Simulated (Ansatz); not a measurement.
# Amorphous Si2O: valence band and core levels, part 6 of 8

Aim: make a small model of amorphous Si2O and see how disorder spreads its core levels and valence spectrum.

Ansatz 0.2.0; DFT, PBE, plane-wave PAW, scalar-relativistic; PAW set soft_1.

So far. Step 5 (Dynamics at 300 K): Beyond half the shortest lattice vector, 4.6 Å, g(r) counts periodic images.

## (7) Valence states

First the ground state, then the DOS by atom and shell, which the cross sections turn into spectra.

Contents of input.yaml:

```yaml
crystal:
  lattice:
    - [9.1363297067, 0.0, 0.0]
    - [0.0, 9.1363297067, 0.0]
    - [0.0, 0.0, 9.1363297067]
  atoms:
    - { symbol: Si, position: [0.4753181203, 0.4893502582, 0.4557771854] }
    - { symbol: Si, position: [0.0087083097, 1.2677506829, 0.9303622984] }
    - { symbol: Si, position: [0.8845955054, 0.6170284863, 0.689583191] }
    - { symbol: Si, position: [0.1261570654, 0.1856534514, 0.7130891112] }
    - { symbol: Si, position: [1.091144671, -0.1781735083, 0.2850248262] }
    - { symbol: Si, position: [-0.0174963465, 0.0952170664, 0.29635897] }
    - { symbol: Si, position: [0.7532982641, 0.8472603037, 0.067169112] }
    - { symbol: Si, position: [0.998770645, 0.5655049513, 0.2544540454] }
    - { symbol: Si, position: [0.8301019288, 0.5920159629, 0.0574329261] }
    - { symbol: Si, position: [1.0013723602, 0.4873569253, 0.4975269011] }
    - { symbol: Si, position: [0.2481199973, 0.4633632563, 0.5865726061] }
    - { symbol: Si, position: [0.6492754465, 0.9654529456, 0.6649866312] }
    - { symbol: Si, position: [0.4907512985, 0.7850451086, 0.5762241768] }
    - { symbol: Si, position: [0.9476402789, 1.2360573909, 0.5241780678] }
    - { symbol: Si, position: [0.2197110935, 0.6478618531, 0.7710284688] }
    - { symbol: Si, position: [0.9724020307, 0.9645202578, -0.0514167757] }
    - { symbol: Si, position: [0.2370402865, 0.8704885309, -0.0154563617] }
    - { symbol: Si, position: [0.1362418974, 0.2664898489, 0.1550565696] }
    - { symbol: Si, position: [0.0254548084, 0.530830569, -0.1138073293] }
    - { symbol: Si, position: [0.6903864106, 0.5291386348, 0.8289109587] }
    - { symbol: Si, position: [0.7462829645, 1.2762867125, 0.9959075407] }
    - { symbol: Si, position: [0.7447003383, 1.0815796529, 0.1751665972] }
    - { symbol: Si, position: [0.4718768968, 0.6579121764, 0.8046772166] }
    - { symbol: Si, position: [-0.1037929276, 0.8775863732, 0.7185203419] }
    - { symbol: Si, position: [0.4823398393, 0.2723237849, 1.1864023727] }
    - { symbol: Si, position: [0.1692799339, 0.8060801985, 0.5437519311] }
    - { symbol: Si, position: [0.7101648586, 0.2778045971, 0.6129122524] }
    - { symbol: Si, position: [0.5213077097, 0.8654810335, 0.9444641832] }
    - { symbol: O, position: [0.3371673158, 0.8795498069, 0.5423728666] }
    - { symbol: O, position: [0.1291135738, 0.4425250567, 0.2065441139] }
    - { symbol: O, position: [0.0314979305, -0.0857447209, 0.5965740694] }
    - { symbol: O, position: [0.5704853025, 0.326480137, 1.0385899967] }
    - { symbol: O, position: [0.2294198042, -0.1723311837, 0.1625393726] }
    - { symbol: O, position: [0.4704427962, 0.4148286282, 0.2938241477] }
    - { symbol: O, position: [0.6993622725, 0.3339141384, 0.7985205324] }
    - { symbol: O, position: [0.5623674789, 0.998486515, 0.8226124049] }
    - { symbol: O, position: [0.5841730324, 0.1386111451, 0.2541443402] }
    - { symbol: O, position: [0.6131681165, 0.4101562336, 0.5417938473] }
    - { symbol: O, position: [0.2632914863, 0.2942370155, 0.6562917976] }
    - { symbol: O, position: [0.6223517277, 1.1253948066, 0.5850129567] }
    - { symbol: O, position: [0.313289951, 0.2200018228, 1.1515417255] }
    - { symbol: O, position: [0.5173850606, 0.6654263736, 0.4401778252] }
kpoints:
  mp_grid: { grid: [2, 2, 2] }
scf:
  occupations: { method: fermi_dirac, width: 0.03 }
  n_extra_bands: 37
hamiltonian:
  xc: pbe
  pseudopotentials: { kind: paw, azcp: { folder: soft_1 } }
output:
  forces: true
  dos:
    projected:
      site_lists:
        Si: [0, 1, 2, 3, 4, 5, 6, 7, 8, 9, 10, 11, 12, 13, 14, 15, 16, 17, 18, 19, 20, 21, 22, 23, 24, 25, 26, 27]
        O: [28, 29, 30, 31, 32, 33, 34, 35, 36, 37, 38, 39, 40, 41]
    de: 0.05
    e_range: [-30, 12]
    method: { smearing: { sigma: 0.15, scheme: gaussian } }
  write_density: true
  write_potential: true
  elf: true
  volumetric_format: npy
```

On the command line:

```
$ ansatz run input.yaml --threads 8 --pin off --max-ram 23552MiB --backend cpu --events-out ev --progress --plain --runs-dir out
```

Numbers of over 12 decimals in the logs are rounded to 6 here.

What it wrote:

```text
[...]
Crystal: 42 atoms, lattice volume = 762.632 Å³
Basis set: ecut = 420 eV, 14939 PW (Γ), exchange–correlation on 128×128×128 points (8 copies of the dense FFT grid, shifted against one another)
Bands: 135, of which v1, the nominal top of the filled ones, is band 98 counted from 1 (97 counted from 0)
Symmetry: 1 space group operations
[...]
k-points: 8
[...]
SCF iter   1: F=—  HF=-25758.536542 eV  |F-HF|=—  |Δ(HF+E_count)|=         —  Δρ=5.11e-2  dr2=2.97e1  ethr=3.10e-3  ⟨swp⟩=8.0  Hψ=6077  notcnv=0  defer=105
[...]
SCF iter  12: F=-25751.991968 eV  HF=-25751.991968 eV  |F-HF|=3.46e-8  |Δ(HF+E_count)|=   1.01e-7  Δρ=2.45e-6  dr2=7.52e-8  ethr=5.10e-11  ⟨swp⟩=22.4  Hψ=10737  notcnv=0
SCF 1 converged in 12 iterations: F = -25751.991968 eV  dr2 = 7.52e-8
[...]
SCF converged after 12 iterations
Free energy (F): -25751.991968 eV
[...]
Internal energy: -25751.975369 eV  (E = F + TS)
E sigma→0 (E₀):  -25751.983668 eV
Entropy (-TS):   -0.016600 eV (-0.395 meV/atom)
Fermi energy:    5.142616 eV
[...]
--- Forces (eV/Å), atoms counted from 1 ---
  atom   1  Si    -0.00461575    -0.03770875    -0.02517395
  atom   2  Si     0.00438554    -0.01980649    -0.00100062
  atom   3  Si     0.00200441     0.00757627     0.00429039
  atom   4  Si    -0.00384009     0.03697371    -0.01215444
  atom   5  Si    -0.01365529     0.01982879    -0.00106697
  atom   6  Si     0.00783428    -0.01088513     0.00252515
  atom   7  Si     0.01443563     0.00065029    -0.00103905
  atom   8  Si    -0.00630492     0.01351718    -0.00886513
  atom   9  Si    -0.00615585    -0.00986161    -0.00133491
  atom  10  Si     0.00276202    -0.00831445     0.00205124
  atom  11  Si    -0.02098158     0.00892762    -0.00286506
  atom  12  Si    -0.01464354     0.00565507    -0.01185214
  atom  13  Si    -0.02417273     0.00801316     0.00531748
  atom  14  Si     0.00364240    -0.00211306     0.00665251
  atom  15  Si     0.00686431     0.00350714     0.01101390
  atom  16  Si    -0.02198557     0.00278919     0.01067816
  atom  17  Si     0.01407571     0.00370399     0.02179296
  atom  18  Si     0.02793170    -0.00402251     0.00532785
  atom  19  Si     0.00069377    -0.00456969    -0.00564303
  atom  20  Si    -0.02038070    -0.01744674    -0.00231052
  atom  21  Si     0.00403040    -0.00738958     0.01013450
  atom  22  Si    -0.00227178     0.01137019     0.01163233
  atom  23  Si     0.00067906     0.00163163    -0.01023488
  atom  24  Si    -0.03547340    -0.01429501     0.02255694
  atom  25  Si    -0.04083119    -0.00960782     0.00367753
  atom  26  Si     0.00307803    -0.01204565     0.00515079
  atom  27  Si    -0.00054852    -0.00493042    -0.00751879
  atom  28  Si    -0.00444973     0.00922223    -0.00446475
  atom  29  O      0.01377511    -0.00966059     0.00494789
  atom  30  O      0.00340996    -0.01204493    -0.01197518
  atom  31  O      0.03499353     0.04037772    -0.02614903
  atom  32  O      0.01989934    -0.00439681    -0.04722632
  atom  33  O      0.00125181    -0.01800365    -0.02237428
  atom  34  O      0.02884819    -0.00224246     0.00368427
  atom  35  O     -0.01236290     0.00627951     0.01195410
  atom  36  O     -0.00405784    -0.01936677     0.00783531
  atom  37  O     -0.00280562    -0.00970344    -0.00621598
  atom  38  O     -0.02055221     0.01924372    -0.00322657
  atom  39  O      0.00416998    -0.03802737     0.01622449
  atom  40  O      0.04268592     0.01902272     0.02154525
  atom  41  O     -0.00173548     0.01054787     0.01375861
  atom  42  O      0.02019652     0.04772543     0.01001131
  max |Σ_I F_I| component: 1.77e-4 eV/Å
--- Band table (eV; the first three rows and the last of 8) ---
  k-point 0: bands = [... 94 lower, 3.9653, 4.3403, 4.4778, 4.7733, 5.1364, 5.8109, 6.1566, 6.4875, ... 33 higher]
  k-point 1: bands = [... 94 lower, 4.2418, 4.4974, 4.5138, 4.9637, 5.0344, 5.8239, 6.0964, 6.2673, ... 33 higher]
  k-point 2: bands = [... 94 lower, 4.0825, 4.4536, 4.7633, 5.0755, 5.2951, 5.8501, 6.0025, 6.3065, ... 33 higher]
  k-point 7: bands = [... 94 lower, 4.4272, 4.4827, 4.9374, 5.2641, 5.4524, 5.7849, 5.9747, 6.2781, ... 33 higher]
```

It took 12 s on 8 threads of Arm Neoverse V2, shared host; peak memory 3.7 GiB.

Numbers from this step:

```
zero of energy                                 : Fermi level
share of occupied states in no projected shell : 0.0135 of the occupied states in the window
DOS at the Fermi level                         : 5.724 states/eV/cell
```

The DOS has structure finer than the step of the table below, so its rows give means over 2 eV, whole bins alone (the curve runs from -23.9 to 4.58 eV). Peaks (eV: height): total -20.3: 26.5, -4.6: 28.7, -3.9: 27.3, 4.0: 21.6; O 2p -7.5: 7.60, -4.6: 19.2, -3.9: 18.1; Si 3p -5.7: 6.70, -1.4: 13.0, 2.8: 11.2, 4.0: 12.2; Si 3s -11.4: 5.51, -10.8: 5.42, -9.7: 6.54, -8.3: 4.71; O 2s -20.3: 20.4.

DOS against E, zero at the Fermi level; means over each step; values in states/eV/cell:

```
E (eV)  total    O 2p  Si 3p  Si 3s    O 2s
   -22   3.85  0.0537  0.464  0.634    2.66
   -20   10.2   0.113   1.62  0.665    7.69
   -18      0       0      0      0       0
   -16      0       0      0      0       0
   -14      0       0      0      0       0
   -12   2.85   0.914  0.373   1.48  0.0536
   -10   10.7    3.69   1.92   4.83   0.197
    -8   12.6    5.40   3.59   3.26   0.236
    -6   19.0    10.1   5.88   2.34   0.383
    -4   20.6    12.3   5.72   2.02   0.179
    -2   14.4    2.54   10.2   1.26  0.0802
     0   6.75   0.520   4.86  0.938  0.0780
     2   15.1   0.827   9.10   2.56   0.467
```

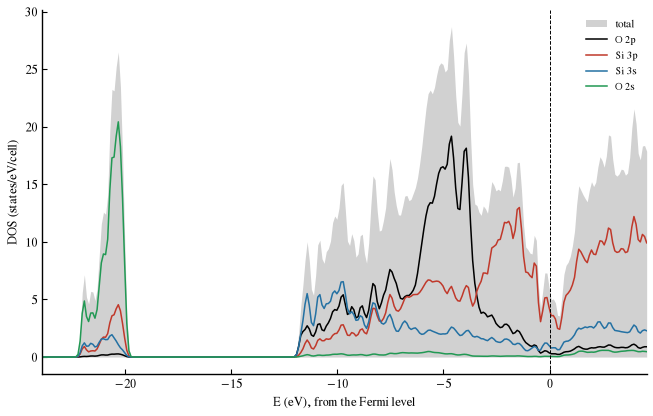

DOS, plotted against E.

Simulated valence spectra by photon energy, shown to 13 eV, since a deeper line would dwarf them at some energies; the 100 % can be that line's tail at the edge; this run's widths, added to any smearing of the DOS itself: Gaussian 0.3 eV, Lorentzian 0.05 eV plus 0.05 an eV of depth. The intensity by binding energy, zero at the Fermi level; values in % of the maximum within 13 eV:

```
binding energy (eV)  21.2 eV  40.8 eV  100 eV  1486.7 eV  5414.7 eV
                  0     3.42     4.11    6.88       18.3       14.5
                  2     21.8     23.8    33.7       58.0       38.7
                  4     90.0     90.0    90.3       76.7       52.8
                  6     61.6     62.8    66.3       77.8       58.3
                  8     34.1     35.8    39.8       80.4       73.5
                 10     25.1     27.9    32.4       99.1       99.3
                 12        -     6.44    7.61       25.1       25.2
```

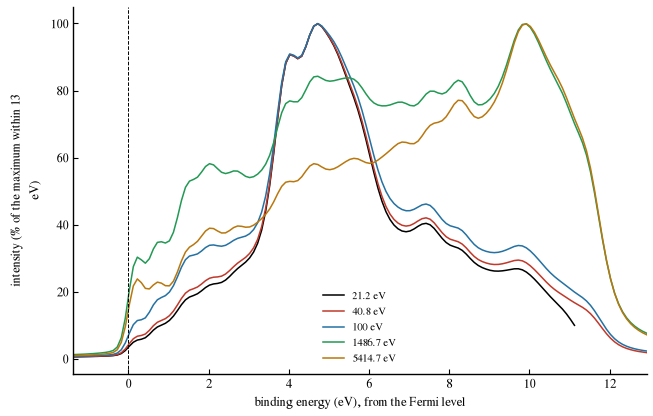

Intensity, plotted against binding energy.

Maxima picked by a test of local sharpness, so broad peaks and shoulders can be missing; peaks within 0.45 eV of a curve's cut are left out. Valence peaks, by row:

```
photon energy (eV)  binding energy (eV)  height (% of the maximum within 13 eV)  main shell  its share (%)
              21.2                  9.7                                   26.87        O 2p          91.27
              21.2                  7.4                                   40.41        O 2p          93.91
              21.2                  4.7                                     100        O 2p          97.32
              21.2                 4.05                                   90.86        O 2p          97.17
              40.8                 20.5                                   16.59        O 2s          85.35
              40.8                  9.7                                   29.43        O 2p          82.21
              40.8                  7.4                                   42.04        O 2p          88.18
              40.8                  4.7                                     100        O 2p          94.95
              40.8                 4.05                                   90.86        O 2p           94.8
               100                 20.5                                   50.28        O 2s          90.94
               100                 9.75                                   33.81        O 2p          65.45
               100                  7.4                                   46.16        O 2p          73.65
               100                  4.7                                     100        O 2p          87.07
               100                 4.05                                   91.07        O 2p          86.74
               100                  2.1                                   33.98        O 2p          47.86
              1487                 20.5                                   268.1        O 2s          92.95
              1487                  9.9                                     100       Si 3s           82.1
              1487                 8.25                                   83.14       Si 3s           73.2
              1487                 7.55                                   79.92       Si 3s          65.68
              1487                  6.8                                    76.6       Si 3s          60.21
              1487                  5.5                                    83.8       Si 3s          45.03
              1487                  4.7                                   84.36       Si 3s          45.61
              1487                 2.65                                    56.1       Si 3s          47.02
              1487                 2.05                                   58.24       Si 3p          44.16
              1487                  0.8                                      35       Si 3p          49.31
              1487                 0.25                                   30.43       Si 3s          55.64
              5415                20.55                                   201.4        O 2s          91.01
              5415                  9.9                                     100       Si 3s          92.15
              5415                 8.25                                   77.25       Si 3s          88.43
              5415                 6.85                                   64.68       Si 3s          80.32
              5415                 5.65                                    59.8       Si 3s          71.61
              5415                 4.65                                   58.23       Si 3s           74.7
              5415                 2.75                                   39.64       Si 3s           76.2
              5415                 2.05                                   39.03       Si 3s          72.28
              5415                 0.75                                   22.91       Si 3s          69.72
              5415                 0.25                                   23.83       Si 3s          79.74
```

The intensity has structure finer than the step of the table below, so its rows give means over 2.5 eV, whole bins alone (the curve runs from -23.9 to 1.38 eV). Peaks (eV: height): Si K-beta -20.52: 14.5, -1.82: 100.0; Si K-beta, E along x -20.52: 15.1, -2.02: 99.4; Si K-beta, E along y -20.52: 15.8, -2.12: 97.9; Si K-beta, E along z -1.52: 110; Si L2,3 -20.82: 19.7, -9.93: 99.9.

Shapes are the site's partial DOS without matrix elements, which overweights lines from ligand s bands. Intensity against emission energy less the core level's binding energy, zero at the Fermi level; means over each step; 7 of 9 lines; values in % of the unpolarised maximum:

```
emission energy less the core level's binding energy (eV)  Si K-beta  Si K-beta, E along x  Si K-beta, E along y  Si K-beta, E along z  Si L2,3    O K  O K, E along x
                                                    -22.5       4.36                  4.39                  4.81                  3.88     7.69  0.371           0.308
                                                    -20.0       9.77                  10.0                  10.6                  8.63     11.1  0.698           0.651
                                                    -17.5       1.74                  1.78                  1.83                  1.61     1.50  0.376           0.374
                                                    -15.0       1.35                  1.39                  1.35                  1.31     1.79  0.687           0.691
                                                    -12.5       4.44                  4.52                  4.40                  4.38     19.8   4.68            4.58
                                                    -10.0       19.0                  19.5                  18.3                  19.0     84.0   22.1            22.3
                                                     -7.5       40.3                  43.4                  38.2                  39.2     61.7   37.0            39.7
                                                     -5.0       57.2                  61.0                  53.7                  56.9     44.6   84.3            79.9
                                                     -2.5       83.8                  83.8                  83.3                  84.3     30.7   27.7            29.2
                                                      0.0       35.2                  30.8                  33.5                  40.3     9.42   4.08            3.97
```

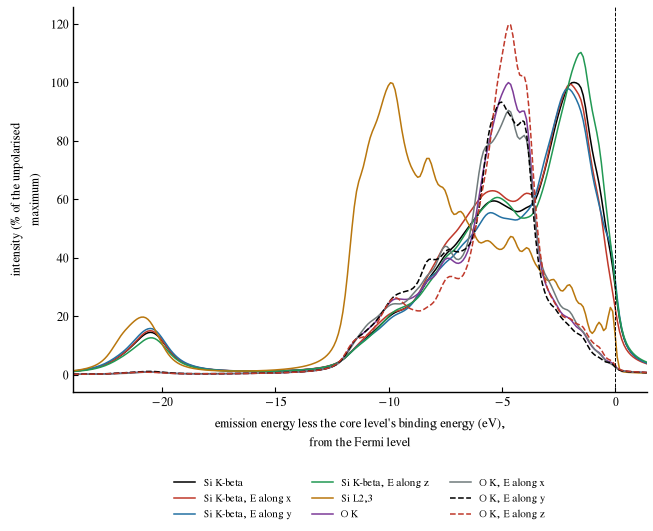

Intensity against emission energy less the core level's binding energy.

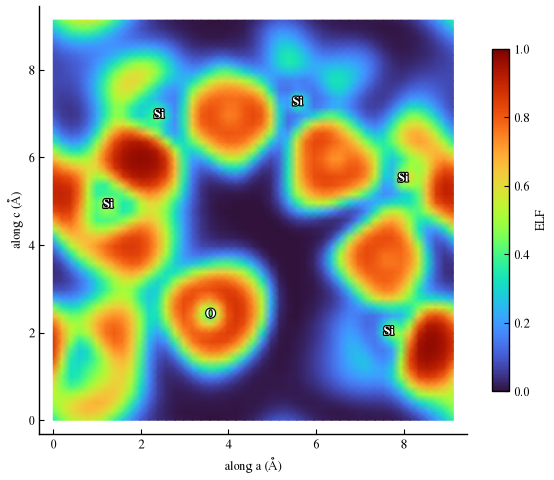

ELF in the ac plane at fractional y = 0.276, with atoms of Si and O within 0.2 Å of it. It is the smooth field of the valence electrons, not physical close to the nuclei. The map starts off the cell's origin, so that atoms lie inside it.

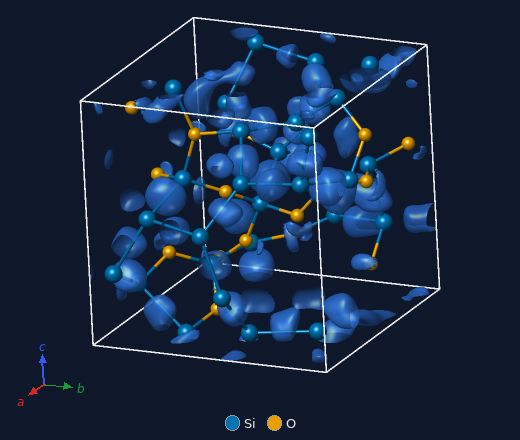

Surface of ELF = 0.85. Bonds to atoms that aren't drawn are left out.

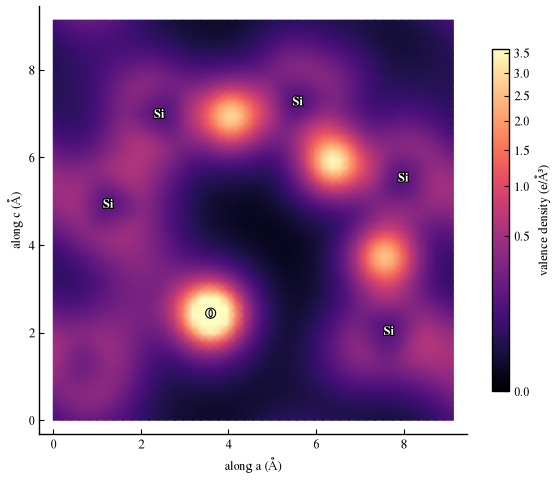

Valence density in the ac plane at fractional y = 0.276, with atoms of Si and O within 0.2 Å of it. It is the smooth field of the valence electrons, not physical close to the nuclei. The map starts off the cell's origin, so that atoms lie inside it. The colour scale is stretched toward low values.

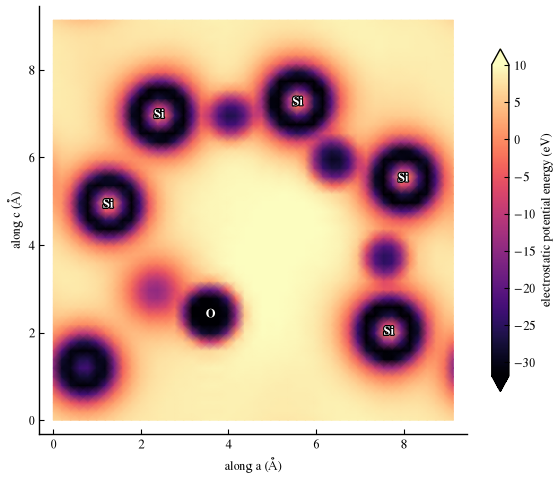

Electrostatic potential energy in the ac plane at fractional y = 0.276, with atoms of Si and O within 0.2 Å of it. With pseudopotentials it is smooth inside the atoms' cores, unlike the true potential. The map starts off the cell's origin, so that atoms lie inside it.

Recipe: projected DOS times atomic cross section and asymmetry factor (unpolarised light, 90° from the beam), occupied states only, Fermi edge at 300 K, a Lorentzian width of 0.05 eV growing by 0.05 eV per eV of binding energy, and a resolution of 0.3 eV. Curves are cut 10 eV under the photon energy, above any shell that the free atom's threshold puts out of reach, or at the lower edge of the window: 11.2 eV at 21.2 eV, 23.9 eV at 40.8 eV, 23.9 eV at 100 eV, 23.9 eV at 1486.7 eV and 23.9 eV at 5414.7 eV. Matrix elements of the solid and inelastic losses aren't modelled, nor non-dipole terms, which matter above 3 keV.

Share of each shell in the spectrum's area (%), by photon energy:

```
shell  21.2 eV  40.8 eV  100 eV  1486.7 eV  5414.7 eV
 O 2s      0.0      7.4    19.0       44.8       41.2
 O 2p     93.3     81.3    59.3        7.1        1.7
Si 3s      2.3      5.3     8.2       38.0       53.3
Si 3p      4.4      6.0    13.6       10.1        3.8
```

Cross sections used, in Mb an electron:

```
shell  21.2 eV  40.8 eV  100 eV  1486.7 eV  5414.7 eV
 O 2s        -     0.40    0.26     9.4e-4     2.4e-5
 O 2p      2.7      1.6    0.29     6.3e-5     4.6e-7
Si 3s     0.13     0.19   0.076     5.3e-4     2.1e-5
Si 3p     0.15     0.14   0.070     8.8e-5     1.1e-6
```

The largest force component on a free atom is 0.048 eV/Å, a little over the usual target of 0.03 eV/Å. At the Fermi level the DOS is 5.72 states/eV a cell, and on the broadened curves Si 3p holds 72 % of the total there.

[end of part 6 of 8]

[Logs are printed without paths, hosts, clocks, repeated set-up lines and the standing remarks that a program may print on its own settings, such as how far it seeks lower states.]

[Hosts, paths, dates, database ids (printed as entryN), source tags and the programs' standing remarks are cut or masked in the printed files.]

[Maps of the electrostatic potential energy from Ansatz leave out the sawtooth potential of an applied field or a dipole correction, so their vacuum need not be flat; work functions include it.]
